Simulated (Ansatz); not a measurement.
# Br_i (4-fold void) in Rb2BaBr4 (I-42d): charge-transition levels and formation energies, part 2 of 2

Charge states of Br_i (4-fold void) in Rb2BaBr4 (I-42d), set against the band edges. Model: a cell of 56 host atoms with 1 Br put in.

Ansatz; place-levels on PBEsol runs: charge-transition levels and formation energies with image-charge correction and potential alignment at the atomic sites.

So far. Step 3 (Placing the levels, PBEsol): Under PBEsol the gap is 4.26 eV, (+1/0) 1.29, (0/−1) 1.63 eV.

## Step 4: Effect of the sampling

The relaxations' own energies give the levels at their sampling, for comparison.

Input file levels.relax_mesh.yaml:

```yaml
host:
  run: host.relax.run
  levels_from: { run: edges.relax.run }
states: [qm1.relax.run, q0_M1.relax.run, qp1.relax.run]
chemical_potentials:
  Br:
    energy: -2736.47272
    dataset: "<sha256 of the dataset>"
```

On the command line:

```console
$ ansatz place-levels levels.relax_mesh.yaml -- --threads 4 --pin off --max-ram 15073MiB
```

Numbers of over 12 decimals in the logs are rounded to 6 here.

What it wrote:

```text
(+1/0) 1.299 eV above the valence edge, 2.962 eV under the conduction edge
(0/-1) 1.630 eV above the valence edge, 2.631 eV under the conduction edge
formation energy of charge +1: +0.035 eV with the Fermi level at the valence edge
formation energy of charge 0: +1.334 eV with the Fermi level at the valence edge
formation energy of charge -1: +2.964 eV with the Fermi level at the valence edge
  edges by pbesol of host.levels_from (edges.relax.run), its mesh sampled to repeats of 34.31 Å (the valence edge +0.024 eV and the conduction edge -0.221 eV from those of the host's own run), gap 4.260 eV; the host is sampled to repeats of 13.93 Å
[... the lines on each state left out ...]
```

Wall time 0.14 s (4 threads of Arm Neoverse V1, shared host).

Levels between neighbouring charges, in eV above the valence top:

```csv
,gap (eV),(+1/0),(0/−1)
"one point at (¼, ¼, ¼)",4.26,1.30,1.63
a 2×2×2 shifted mesh,4.26,1.29,1.63
```

Going from one point at (¼, ¼, ¼) to a 2×2×2 shifted mesh moves the levels that carry no band-filling term by up to 0.00 eV and formation energies against the elements by up to 0.01 eV.

## Step 5: Levels against the band edges, r2SCAN

r2SCAN on the same structure is run to see how far the result rests on the functional, though not on the errors that semilocal functionals share; the sampling changes too, to one point at (¼, ¼, ¼), so differences hold both changes.

Input file qm1.r2scan/input.yaml:

```yaml
crystal:
  checkpoint: "../qm1.relax.run"
  host: checkpoint
total_charge: -1
basis:
  ecutwfc: 500
  xc_grid: 2
hamiltonian:
  xc: r2scan
kpoints:
  mp_grid: { grid: [1, 1, 1], shift: [0.25, 0.25, 0.25] }
scf:
  occupations: { method: fermi_dirac, width: 0.01 }
  max_iter: 60
output:
  forces: true
  eigenvalues: true
  charged_corrections:
    epsilon: [3.23, 3.23, 3.2]
    static_epsilon: [7.71, 7.71, 9.34]
    defect_position: [0.238686, 0.251342, 0.269242]
checkpoint:
  write: "../qm1.r2scan.run"
  compress: false
  write_wavefunctions: false
  write_every: 100000
```

Elapsed: 69 s, on 4 threads; peak memory 4.3 GiB.

Input file levels.r2scan.yaml:

```yaml
host:
  run: host.r2scan.run
  levels_from: { run: edges.r2scan.run }
states: [qm1.r2scan.run, q0_M1.r2scan.run, qp1.r2scan.run]
geometry_from:
  qm1.r2scan.run: qm1.relax.run
  q0_M1.r2scan.run: q0_M1.relax.run
  qp1.r2scan.run: qp1.relax.run
  host.r2scan.run: host.relax.run
chemical_potentials:
  Br:
    energy: -2792.85859
    dataset: "<sha256 of the dataset>"
```

On the command line:

```console
$ ansatz place-levels levels.r2scan.yaml -- --threads 4 --pin off --max-ram 15073MiB
```

What it wrote:

```text
(+1/0) 1.282 eV above the valence edge, 3.880 eV under the conduction edge
(0/-1) 1.829 eV above the valence edge, 3.332 eV under the conduction edge
formation energy of charge +1: +0.419 eV with the Fermi level at the valence edge
formation energy of charge 0: +1.701 eV with the Fermi level at the valence edge
formation energy of charge -1: +3.530 eV with the Fermi level at the valence edge
  edges by r2scan of host.levels_from (edges.r2scan.run), its mesh sampled to repeats of 34.31 Å (the valence edge +0.023 eV and the conduction edge -0.209 eV from those of the host's own run), gap 5.162 eV; the host is sampled to repeats of 13.93 Å
[... the lines on each state left out ...]
```

Run time: 0.22 s. Hardware: 4 threads.

Under r2SCAN the gap is 5.16 eV, (+1/0) 1.28, (0/−1) 1.83 eV.

## Step 6: Another choice

The levels are placed again with one choice changed, to see how much they rest on it.

levels.try0.yaml is levels.point.yaml with these lines changed:

```diff
-epsilon: [3.23, 3.23, 3.2]
-static_epsilon: [7.71, 7.71, 9.34]
+epsilon: 4.28
+static_epsilon: 10.93
```

On the command line:

```console
$ ansatz place-levels levels.try0.yaml -- --threads 4 --pin off --max-ram 15073MiB
```

What it wrote:

```text
(+1/0) 1.327 eV above the valence edge, 2.933 eV under the conduction edge
(0/-1) 1.608 eV above the valence edge, 2.653 eV under the conduction edge
formation energy of charge +1: +0.008 eV with the Fermi level at the valence edge
formation energy of charge 0: +1.335 eV with the Fermi level at the valence edge
formation energy of charge -1: +2.943 eV with the Fermi level at the valence edge
vertical -1 to 0: no energy, since no alignment is typed
vertical +1 to 0: no energy, since no alignment is typed
[...]
[... the lines on each state left out ...]
```

The change: single dielectric constants in place of the tensors, a third over their means.

Levels in eV above the valence top; the changed ones are not the defect's:

|  | gap (eV) | (+1/0) | (0/−1) |
| --- | --- | --- | --- |
| changed | 4.26 | 1.33 | 1.61 |
| as set up | 4.26 | 1.29 | 1.63 |

The largest shift is 0.03 eV.

## Step 7: The ladder

Levels between neighbouring charges, in eV above each run's own valence top:

```csv
,gap (eV),(+1/0),(0/−1),CPU time a state at this stage (restarts are quicker than cold starts)
"PBEsol, 2×2×2 shifted mesh",4.26,1.29,1.63,16 min
"r2SCAN on PBEsol structures, (¼, ¼, ¼)",5.16,1.28,1.83,8.2 min
```

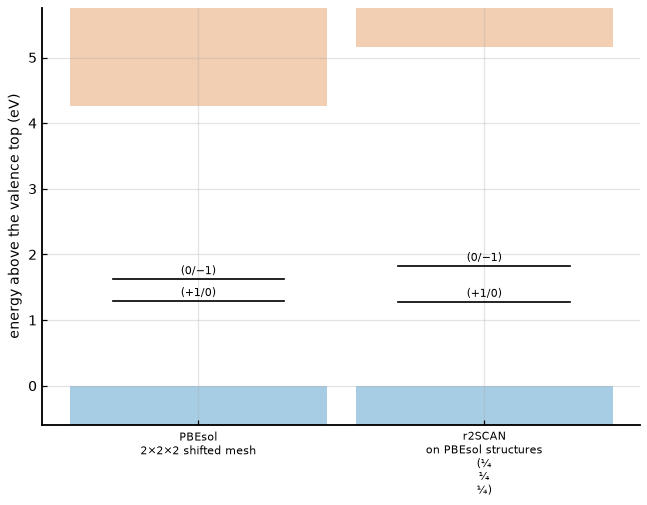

Levels between stable charges at each rung, each against its own band edges (shaded).

## Step 8: What came out

| Quantity | Value |
| --- | --- |
| gap of the host | 4.26 eV (PBEsol) |
| level (plus 1/0) | 1.29 eV above the valence top |
| level (0/minus 1) | 1.63 eV above the valence top |
| lowest of the charges placed, just above the valence top (0.02 eV) | +1 |
| lowest of the charges placed, just below the conduction bottom (0.02 eV) | −1 |
| lowest formation energy at mid-gap of the charges run, elemental references | 0.83 eV |

**Reading.** Of the charges placed (−1, 0 and +1), the lowest changes at 1.29 eV (+1/0) and 1.63 eV (0/−1) above the valence top, in a gap of 4.26 eV. Charges above +1 and below −1 were not placed, so these runs say nothing of levels that involve them. States placed: +1 at 0 μB; 0 at 1 μB; −1 at 0 μB. Other spin states or structures, where not listed, weren't placed. At charge +1 the atom put in ends up to 0.9 Å from its starting place, so the name tells the start alone and the levels can join different sites. Going from one point at (¼, ¼, ¼) to a 2×2×2 shifted mesh moves the levels that carry no band-filling term by up to 0.00 eV and formation energies against the elements by up to 0.01 eV. Keep in mind: PBEsol makes the gap too small and tends to spread out bound carriers; spin–orbit coupling, which can matter with heavy atoms, is left out.

[Logs are printed without paths, hosts, clocks, repeated set-up lines and the standing remarks that a program may print on its own settings, such as how far it seeks lower states.]

[Hosts, paths, dates, database ids (printed as entryN), source tags and the programs' standing remarks are cut or masked in the printed files.]

[Where a table of states has a column of steps, it counts the stored structures, which are thinned; the runs took as many ionic steps or more.]

[A defect's name tells the site on which it was built; relaxed atoms can leave that site.]

[For some hosts the program warned that the k-mesh of the response run may be too coarse for force constants and the static dielectric constant; such warnings are not shown here.]
